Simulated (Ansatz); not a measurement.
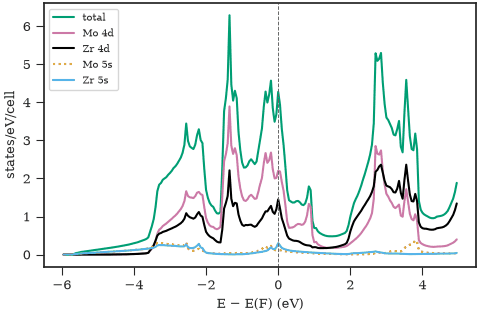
Figure: Total and projected density of states of ZrMo (CsCl type, Pm-3m), DFT-PBE in the program Ansatz with PAW potentials

Problem. Which orbitals carry the states next to the Fermi level?

Solution. Within 0.5 eV of the Fermi level: Mo 4d 57 %, Zr 4d 29 %. Projections are on Löwdin-orthogonalised atomic valence shells; empty p or d shells of many metals are not among them.

Problem. Where is the tallest occupied peak in this window, and what makes it?

Solution. Near -1.3 eV, about 6.3 states/eV per cell; the largest projected share is Mo 4d.

The start of the workflow was typed in or built on a structure type; neither database checked (COD, Materials Project) lists it. Whether it is the stable phase at ambient conditions was not checked. The cell was relaxed with PBE under the symmetry of its start; its stability against distortions is not shown here. No spin polarisation was allowed. Spin–orbit coupling is left out wherever it is not named.

Potentials: the earlier of the program's two PAW sets.
